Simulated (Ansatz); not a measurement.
**GaH6NSiTe: basis-set convergence**

Aim: see how fast density functionals converge with the basis set for GaH6NSiTe.

Method: one geometry, several basis sets; program: Ansatz 0.2.0, Gaussian basis.

Levels to be run: PBE0-D4/def2-SVP; ωB97M-V/def2-SVP; PBE0-D4/def2-QZVPP; ωB97M-V/def2-QZVPP; the functionals' def2-TZVPP values are taken from earlier runs.

## 1. Structure used throughout

An earlier PBE0-D4 in a triple-zeta def2 set relaxation fixed the geometry. Te takes the def2 core potential; no spin-orbit term is included.

10 atoms, charge 0, spin multiplicity 1.

Atoms are counted from 1 here; the program's logs count them from 0.

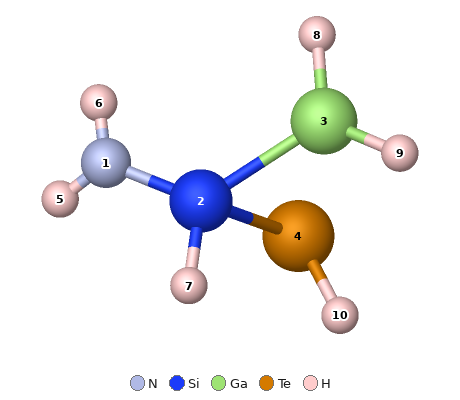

The geometry (nitrogen light blue, silicon blue, gallium green, tellurium orange, hydrogen pink); atoms are numbered from 1 in the order of the file.

## 2. PBE0-D4 in def2-SVP

Contents of in.yaml:

```yaml
crystal:
  periodic: [false, false, false]
  atoms:
    - {symbol: N, position_ang: [-1.678656, 1.160674, -0.361839]}
    - {symbol: Si, position_ang: [-0.513138, -0.065503, -0.556678]}
    - {symbol: Ga, position_ang: [0.473179, -1.256775, 1.228395]}
    - {symbol: Te, position_ang: [2.011313, 0.768995, -0.117650]}
    - {symbol: H, position_ang: [-1.825826, 1.884543, -1.046257]}
    - {symbol: H, position_ang: [-2.000949, 1.427825, 0.553209]}
    - {symbol: H, position_ang: [-0.434127, -0.395673, -2.002318]}
    - {symbol: H, position_ang: [0.232302, -0.626554, 2.641067]}
    - {symbol: H, position_ang: [1.162242, -2.625178, 0.939982]}
    - {symbol: H, position_ang: [2.573669, -0.272363, -1.277912]}
basis:
  gaussian: {orbitals: def2-SVP}
hamiltonian: {xc: pbe0, dispersion: d4}
output: {orbitals: {seedname: orbitals}}
```

Command:

```bash
ansatz run in.yaml --threads 4 --pin off --events-out ev --progress --plain --max-ram 10444MiB
```

Output:

```text
Functional definition: PBE0
  name "PBE0"
  cite "Adamo & Barone, J. Chem. Phys. 110, 6158 (1999) doi:10.1063/1.478522"
  cite "Perdew, Burke & Ernzerhof, Phys. Rev. Lett. 77, 3865 (1996) doi:10.1103/PhysRevLett.77.3865"
  parent pbe
  parameter a = 0.25
  parameter kappa = 0.804
  parameter beta = 0.06672455060314922
  exchange = (1 - a)*pbe_x(kappa = kappa, mu = beta*pi^2/3) + a*exact_x
  correlation = pbe_c(beta = beta)
1277 factors; integrals over basis functions are off by at most 1.1e-3 eV
mean field evaluation 1: about -69110.4143 eV, gradient 5.1e1 eV
mean field evaluation 2: about -69100.5859 eV, gradient 7.9e1 eV
mean field evaluation 4: about -69115.3995 eV, gradient 3.4e0 eV
mean field evaluation 8: about -69115.4820 eV, gradient 2.0e-1 eV
mean field evaluation 16: about -69115.4821 eV, gradient 3.6e-5 eV
mean field -69115.48214749 eV, -2539.9471207639 hartree, gradient 3.7e-5 eV, S^2 0.000000; 0 other end points of the search recorded, 0 dependent functions left out
reference -69115.48217911 eV, -2539.9471219258 hartree; 41, 41 occupied and 79, 79 virtual orbitals, 1277 factors
Total energy: -69115.74754247 eV, -2539.9568738495 hartree
```

Wall time 1.1 s (4 threads of Intel Xeon 6985P-C at 2.30GHz, shared host); peak memory 0.47 GiB.

## 3. ωB97M-V in def2-SVP

Edit in.yaml of step 2 so:

```diff
@@ -15,3 +15,3 @@
   gaussian: {orbitals: def2-SVP}
-hamiltonian: {xc: pbe0, dispersion: d4}
+hamiltonian: {xc: {name: wB97M-V}}
 output: {orbitals: {seedname: orbitals}}
```

Launched as before.

Output, shortened:

```text
Functional definition: wB97M-V
  name "wB97M-V"
  cite "Mardirossian & Head-Gordon, J. Chem. Phys. 144, 214110 (2016) doi:10.1063/1.4952647"
  cite "Becke, J. Chem. Phys. 107, 8554 (1997) doi:10.1063/1.475007"
  cite "Vydrov & Van Voorhis, J. Chem. Phys. 133, 244103 (2010) doi:10.1063/1.3521275"
  # Of w^i u^j: cxij and so on, Table III.
[...]
  gx(w, u) = 1 - cx + cx01*u + cx10*w
  gss(w, u) = css00 + css04*u^4 + css10*w + css20*w^2 + css43*w^4*u^3
  gos(w, u) = cos00 + cos10*w + (cos20 + cos21*u)*w^2 + (cos60 + cos61*u)*w^6
[...]
      + integral(e_c_pw_mod_opposite_spin*gos(b97_w_opposite, b97_u_opposite)) + vv10(b, c)
1277 factors; integrals over basis functions are off by at most 1.1e-3 eV
375 factors; integrals over basis functions are off by at most 6.2e-6 eV
[...]
mean field -69121.92866410 eV, -2540.1840258798 hartree, gradient 2.0e-5 eV, S^2 0.000000; 0 other end points of the search recorded, 0 dependent functions left out
reference -69121.92871520 eV, -2540.1840277574 hartree; 41, 41 occupied and 79, 79 virtual orbitals, 1277 factors
Total energy: -69121.92871520 eV, -2540.1840277574 hartree
```

It took 3.6 s on 4 threads of Intel Xeon 6985P-C at 2.30GHz, shared host; peak memory 0.48 GiB.

## 4. PBE0-D4 in def2-QZVPP

Edit in.yaml of step 3 so:

```diff
@@ -14,4 +14,4 @@
 basis:
-  gaussian: {orbitals: def2-SVP}
-hamiltonian: {xc: {name: wB97M-V}}
+  gaussian: {orbitals: "def2-QZVPP.json"}
+hamiltonian: {xc: pbe0, dispersion: d4}
 output: {orbitals: {seedname: orbitals}}
```

The command is unchanged.

Output:

```text
Functional definition: PBE0
  name "PBE0"
  cite "Adamo & Barone, J. Chem. Phys. 110, 6158 (1999) doi:10.1063/1.478522"
  cite "Perdew, Burke & Ernzerhof, Phys. Rev. Lett. 77, 3865 (1996) doi:10.1103/PhysRevLett.77.3865"
  parent pbe
  parameter a = 0.25
  parameter kappa = 0.804
  parameter beta = 0.06672455060314922
  exchange = (1 - a)*pbe_x(kappa = kappa, mu = beta*pi^2/3) + a*exact_x
  correlation = pbe_c(beta = beta)
1988 factors; their error is unknown
mean field evaluation 1: about -69121.3132 eV, gradient 6.4e1 eV
mean field evaluation 2: about -69105.1127 eV, gradient 1.0e2 eV
mean field evaluation 4: about -69128.5668 eV, gradient 6.5e0 eV
mean field evaluation 8: about -69128.6252 eV, gradient 1.9e-1 eV
mean field evaluation 16: about -69128.8096 eV, gradient 1.4e-4 eV
mean field -69128.80958106 eV, -2540.4368949139 hartree, gradient 4.5e-5 eV, S^2 0.000000; 0 other end points of the search recorded, 0 dependent functions left out
reference -69128.80962554 eV, -2540.4368965486 hartree; 41, 41 occupied and 437, 437 virtual orbitals, 1988 factors
Total energy: -69129.07498891 eV, -2540.4466484723 hartree
```

Run time: 7 s. Hardware: 4 threads of Intel Xeon 6985P-C at 2.30GHz, shared host; peak memory 2.3 GiB.

## 5. ωB97M-V in def2-QZVPP

Edit in.yaml of step 4 so:

```diff
@@ -15,3 +15,3 @@
   gaussian: {orbitals: "def2-QZVPP.json"}
-hamiltonian: {xc: pbe0, dispersion: d4}
+hamiltonian: {xc: {name: wB97M-V}}
 output: {orbitals: {seedname: orbitals}}
```

The command is unchanged.

Output, shortened:

```text
Functional definition: wB97M-V
  name "wB97M-V"
  cite "Mardirossian & Head-Gordon, J. Chem. Phys. 144, 214110 (2016) doi:10.1063/1.4952647"
  cite "Becke, J. Chem. Phys. 107, 8554 (1997) doi:10.1063/1.475007"
  cite "Vydrov & Van Voorhis, J. Chem. Phys. 133, 244103 (2010) doi:10.1063/1.3521275"
  # Of w^i u^j: cxij and so on, Table III.
[...]
  gx(w, u) = 1 - cx + cx01*u + cx10*w
  gss(w, u) = css00 + css04*u^4 + css10*w + css20*w^2 + css43*w^4*u^3
  gos(w, u) = cos00 + cos10*w + (cos20 + cos21*u)*w^2 + (cos60 + cos61*u)*w^6
[...]
      + integral(e_c_pw_mod_opposite_spin*gos(b97_w_opposite, b97_u_opposite)) + vv10(b, c)
1924 factors; their error is unknown
423 factors; integrals over basis functions are off by at most 9.3e-6 eV
[...]
mean field -69135.29114941 eV, -2540.6750881574 hartree, gradient 7.5e-5 eV, S^2 0.000000; 0 other end points of the search recorded, 0 dependent functions left out
reference -69135.29122067 eV, -2540.6750907761 hartree; 41, 41 occupied and 437, 437 virtual orbitals, 1924 factors
Total energy: -69135.29122067 eV, -2540.6750907761 hartree
```

It took 13 s on 4 threads of Intel Xeon 6985P-C at 2.30GHz, shared host; peak memory 2.7 GiB.

## 6. Functionals by basis

The def2-TZVPP values come from earlier runs at the same geometry.

```csv
functional,basis,functions,energy (eV),from the largest (eV),HOMO (eV),LUMO (eV)
PBE0-D4,def2-SVP,120,-69115.7475,13.327,-6.51,-0.71
PBE0-D4,def2-TZVPP,255,-69127.4743,1.601,-6.54,-0.89
PBE0-D4,def2-QZVPP,478,-69129.0750,0.000,-6.55,-0.97
ωB97M-V,def2-SVP,120,-69121.9287,13.363,-8.37,1.06
ωB97M-V,def2-TZVPP,255,-69133.7378,1.553,-8.42,0.79
ωB97M-V,def2-QZVPP,478,-69135.2912,0.000,-8.43,0.53
```

## 7. Results

```
                                       quantity           value
PBE0-D4: double and triple zeta above quadruple  13.33, 1.60 eV
ωB97M-V: double and triple zeta above quadruple  13.36, 1.55 eV
```

In words: For PBE0-D4 the step from double to triple zeta gains 11.73 eV and the next only 1.60 eV. Total energies overstate the basis error of differences, where much of it tends to cancel. The LUMO of ωB97M-V is positive and keeps falling with the basis (1.06 to 0.53 eV): an unbound level that the basis holds in place.

For PBE0-D4 the largest set took about 6 times as long as the smallest (7 s against 1.1 s).
